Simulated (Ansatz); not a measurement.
The starting structures come from a database of crystals and need not be the phases stable at ambient conditions.

 Where the default PAW files enter, the runs use the earlier of Ansatz's two default sets.

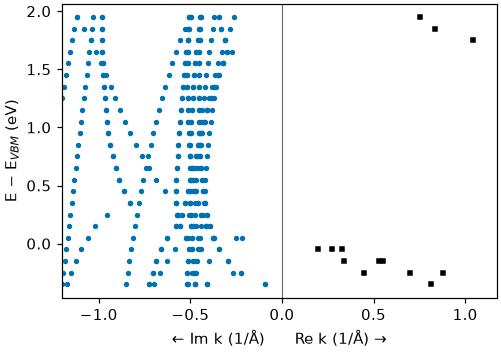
Figure. Complex bands at the centre of the two-dimensional zone; PBEsol (Ansatz, a program for electronic structure)

The gap is the functional's own, uncorrected, and κ follows it; spin-orbit coupling is left out. Mid-gap values are interpolated between the computed energies.

Task: This is Ba2H6Ru (Fm-3m, not sure to be the ambient phase, 9 atoms a cell, 14.6 Å³ an atom, -2 GPa at this level) along the normal of (110). Read off the slowest decay at the centre of the two-dimensional zone at 0.85 eV, the computed energy nearest the middle of the gap.

Result: κ ≈ 0.40 1/Å, a decay length 1/(2κ) of the density of 1.2 Å.
